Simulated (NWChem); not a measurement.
# C2H3ClO (SMILES CC(=O)Cl) at 5 levels

Wanted: a comparison of 5 runs (HF/STO-3G, B3LYP/6-31G*, PBE/cc-pVDZ, MP2/cc-pVDZ) of C2H3ClO. 

Program for the calculation: NWChem 7.3.0.

## (1) The molecule

C2H3ClO: 7 atoms, total charge 0, spin state singlet. SMILES: `CC(=O)Cl`. Geometry: relaxed at PBE0-D4/def2-TZVP.

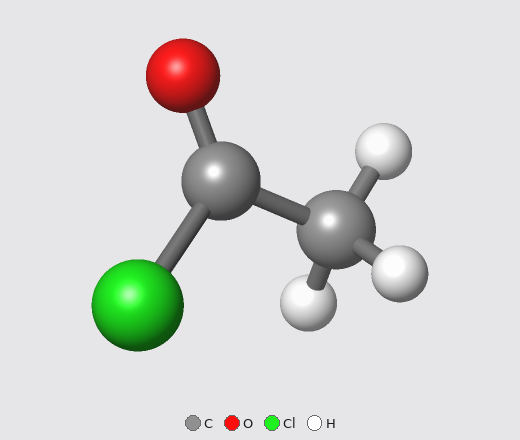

The structure, seen from a chosen angle (carbon grey, oxygen red, chlorine green, hydrogen white).

## (2) Energy and gradient at HF/STO-3G (run 1)

File m1.nw:

```
start m1
title "C2H3ClO gradient"
memory stack 880 mb heap 220 mb global 1100 mb
geometry units angstrom noautosym nocenter noautoz
C      0.144710     0.666770     0.108700
C      0.017280    -0.815930     0.021550
O      0.681540    -1.630880     0.555040
Cl    -1.337090    -1.306820    -1.047030
H      0.973300     0.921250     0.767410
H     -0.788440     1.089970     0.484050
H      0.308710     1.075650    -0.889730
end
basis spherical bse
* library STO-3G
end
scf
thresh 1e-08
maxiter 80
print medium
end
task scf gradient
```

Command:

```console
nwchem m1.nw > m1.out
```

The program printed:

```text
[...]
  functions       =    27
[...]
  wavefunction    = RHF
[...]
         Total SCF energy =   -604.963186646363
      One-electron energy =  -1132.501552519834
      Two-electron energy =    377.880130333019
 Nuclear repulsion energy =    149.658235540452
        Time for solution =      0.8s
[...]
                         RHF ENERGY GRADIENTS
    atom               coordinates                        gradient
                 x          y          z           x          y          z
   1 C       0.273462   1.260013   0.205413    0.001904  -0.037169   0.002012
   2 C       0.032654  -1.541884   0.040724    0.017027  -0.010248   0.013535
   3 O       1.287924  -3.081916   1.048874   -0.032646   0.040785  -0.026242
   4 Cl     -2.526734  -2.469532  -1.978600    0.018283   0.006927   0.014431
   5 H       1.839270   1.740910   1.450195    0.002300  -0.001343   0.001830
   6 H      -1.489936   2.059745   0.914722   -0.004672   0.000551  -0.001240
   7 H       0.583377   2.032684  -1.681346   -0.002195   0.000497  -0.004326
[...]
```

Wall time 1.6 s (1 thread of Intel Xeon 6975P-C (Granite Rapids), shared host); peak memory 0.099 GiB.

## (3) Energy and gradient at B3LYP/6-31G(d) (spherical functions) (run 2)

File a.nw:

```
start a
title "C2H3ClO B3LYP"
memory stack 880 mb heap 220 mb global 1100 mb
charge 0

geometry units angstroms noautosym nocenter noautoz
C      0.144710     0.666770     0.108700
C      0.017280    -0.815930     0.021550
O      0.681540    -1.630880     0.555040
Cl    -1.337090    -1.306820    -1.047030
H      0.973300     0.921250     0.767410
H     -0.788440     1.089970     0.484050
H      0.308710     1.075650    -0.889730
end

basis spherical bse
* library 6-31G*
end

dft
xc b3lyp
grid xfine
convergence energy 1e-08
iterations 100
mulliken
print medium
end

task dft gradient
```

Command:

```console
nwchem a.nw > a.out
```

The program printed:

```text
[...]
          Wavefunction type:  closed shell.
          No. of atoms     :     7
          No. of electrons :    40
[...]
          Charge           :     0
          Spin multiplicity:     1
[...]
          AO basis - number of functions:    66
[...]
              XC Information
              --------------
                         B3LYP Method XC Potential
                     Hartree-Fock (Exact) Exchange  0.200
                        Slater Exchange Functional  0.800 local
                    Becke 1988 Exchange Functional  0.720 non-local
              Lee-Yang-Parr Correlation Functional  0.810
                  VWN I RPA Correlation Functional  0.190 local
[...]
 d= 0,ls=0.0,diis     1   -613.2962762825 -7.63D+02  2.57D-02  1.17D+00     1.7
[...]
 d= 0,ls=0.0,diis    11   -613.4387256345 -3.94D-10  4.76D-07  3.66D-10    15.3
         Total DFT energy =     -613.438725634470
      One electron energy =    -1140.258376913556
           Coulomb energy =      425.997055277659
    Exchange-Corr. energy =      -48.835639539026
 Nuclear repulsion energy =      149.658235540452
[...]
      Total Density - Mulliken Population Analysis
     ---------------------------------------------
    Atom       Charge   Shell Charges
 -----------   ------   -------------------------------------------------------
    1 C    6     6.51   2.00  0.68  2.16  0.64  1.01  0.03
    2 C    6     5.72   2.00  0.71  1.91  0.42  0.57  0.10
    3 O    8     8.30   2.00  0.93  2.87  0.92  1.55  0.03
    4 Cl  17    17.07   2.00  2.00  5.97  1.42  3.61  0.52  1.53  0.02
    5 H    1     0.80   0.52  0.28
    6 H    1     0.80   0.52  0.28
    7 H    1     0.80   0.52  0.28
[...]
  wavefunction    = closed shell
[...]
```

Run time: 19 s. Hardware: 1 thread of Intel Xeon 6975P-C (Granite Rapids), shared host; peak memory 0.14 GiB.

Runs 3 to 4 aren't shown in full; the table further down has their settings and results.

## (4) Energy and gradient at MP2/cc-pVDZ (run 5)

File input.nw:

```
START input
TITLE "C2H3ClO mp2"
memory stack 880 mb heap 220 mb global 1100 mb
GEOMETRY noautosym nocenter noautoz
  C      0.144710     0.666770     0.108700
  C      0.017280    -0.815930     0.021550
  O      0.681540    -1.630880     0.555040
  Cl    -1.337090    -1.306820    -1.047030
  H      0.973300     0.921250     0.767410
  H     -0.788440     1.089970     0.484050
  H      0.308710     1.075650    -0.889730
END
BASIS "ao basis" spherical bse
  * library cc-pVDZ
END
SCF
  thresh 1e-08
  maxiter 80
END
MP2
  freeze core 8
  tight
END
TASK mp2 gradient
```

Command:

```console
nwchem input.nw > input.out
```

The program printed:

```text
[...]
  functions       =    75
[...]
  wavefunction    = RHF
[...]
         Total SCF energy =   -611.866638507129
      One-electron energy =  -1139.662522026790
      Two-electron energy =    378.137647979208
 Nuclear repulsion energy =    149.658235540452
        Time for solution =     19.0s
[...]
          Total MP2 energy          -612.457241285290
[...]
                         mp2 ENERGY GRADIENTS
    atom               coordinates                        gradient
                 x          y          z           x          y          z
   1 C       0.273462   1.260013   0.205413    0.000960  -0.003602   0.000820
   2 C       0.032654  -1.541884   0.040724    0.012168  -0.013989   0.009753
   3 O       1.287924  -3.081916   1.048874   -0.019979   0.023096  -0.016044
   4 Cl     -2.526734  -2.469532  -1.978600    0.007797   0.001270   0.006178
   5 H       1.839270   1.740910   1.450195   -0.005399  -0.001609  -0.004287
   6 H      -1.489936   2.059745   0.914722    0.005695  -0.002629  -0.002558
   7 H       0.583377   2.032684  -1.681346   -0.001242  -0.002536   0.006138
[...]
```

Wall time 50 s (1 thread of Intel Xeon 6975P-C (Granite Rapids), shared host); peak memory 0.2 GiB.

## (5) Overview of the runs

| run | level | iteration cap | module | energy (Eh) | dipole moment (D) | HOMO energy (eV) | LUMO energy (eV) | wall time |
| --- | --- | --- | --- | --- | --- | --- | --- | --- |
| 1 | HF/STO-3G | 80 | scf | -604.963187 | 2.63 | -10.06 | 6.89 | 1.6 s |
| 2 | B3LYP/6-31G* (spherical functions) | 100 | dft | -613.438726 | 2.77 | -8.09 | -0.98 | 19 s |
| 3 | B3LYP/6-31G* (Cartesian functions) | 100 | dft | -613.445070 | 2.77 | -8.10 | -0.98 | 20 s |
| 4 | PBE/cc-pVDZ | 100 | dft | -613.096045 | 2.57 | -6.79 | -1.85 | 39 s |
| 5 | MP2/cc-pVDZ | 80 | mp2 | -612.457241 | 2.56 | -12.24 | 3.68 | 50 s |

## (6) Summary of results

| quantity | value |
| --- | --- |
| run 5: total energy | -612.45724 Eh |
| run 5: dipole moment (of the density that the program reports) | 2.56 D |
| run 5: HOMO energy (Hartree–Fock orbitals) | -12.24 eV |
| run 5: LUMO energy (Hartree–Fock orbitals) | 3.68 eV |
| run 5: HOMO–LUMO gap (Hartree–Fock orbitals) | 15.92 eV |
| run 5: correlation energy (8 core orbitals frozen) | -590.6 mEh |
| run 5: largest force on an atom | 1.774 eV/Å |

**Reading.** The dipole moment (its size) runs from 2.56 D (MP2/cc-pVDZ) to 2.77 D (B3LYP/6-31G*). The two ends differ in method and basis. Over runs 1, 2, 3, 4 the HOMO–LUMO gap runs from 4.94 eV (PBE/cc-pVDZ) to 16.95 eV (HF/STO-3G). Totals of different functionals can't be ranked against each other. In run 1 the basis is minimal, so the values are rough. All runs together took 2.2 min, the longest 50 s.
